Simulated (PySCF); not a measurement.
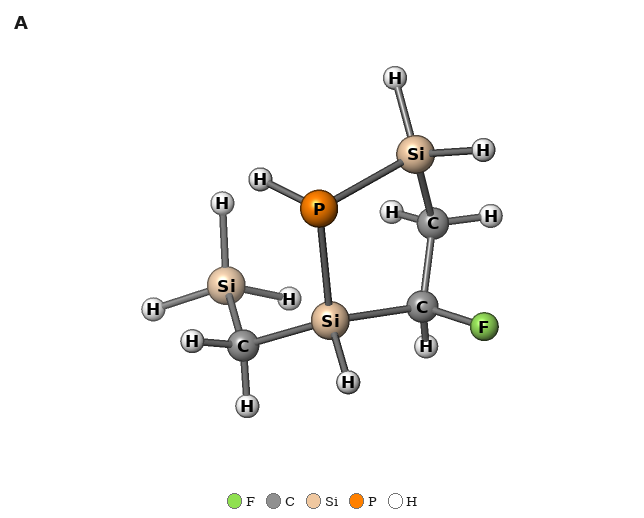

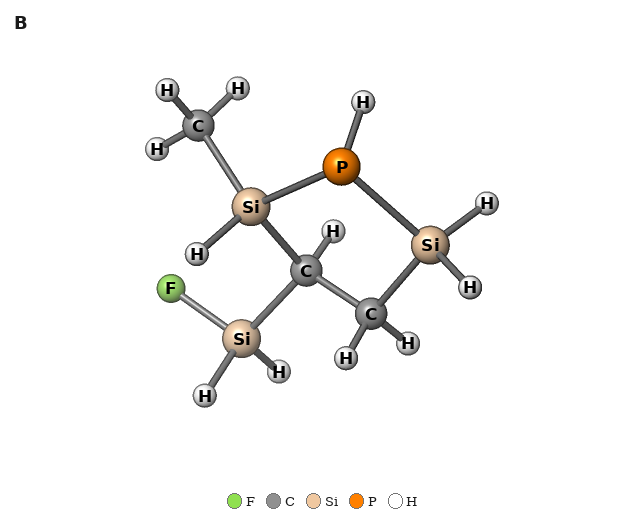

2 stationary structures of one formula. Geometries: GFN2-xTB. Electronic energies: PBE0/pcSseg-1 (PySCF 2.14.0), without zero-point energy. No frequency run is at hand to confirm each as a minimum. Each is one conformer, not always the lowest.

How are they related?

Answer. They are constitutional isomers of C3H12FPSi3: A `F[C@@H]1C[SiH2]P[Si@H]1C[SiH3]`, B `C[Si@@H]1P[SiH2]C[C@H]1[SiH2]F`.

Which is lowest in energy, and by how much?

Answer. B is lowest; A lies 48.2 kcal/mol above it.

The geometry is semi-empirical. Around P, Si such bond lengths and angles can be off by a tenth of an ångström or more and by several degrees, and values that hang on the shape move with them.
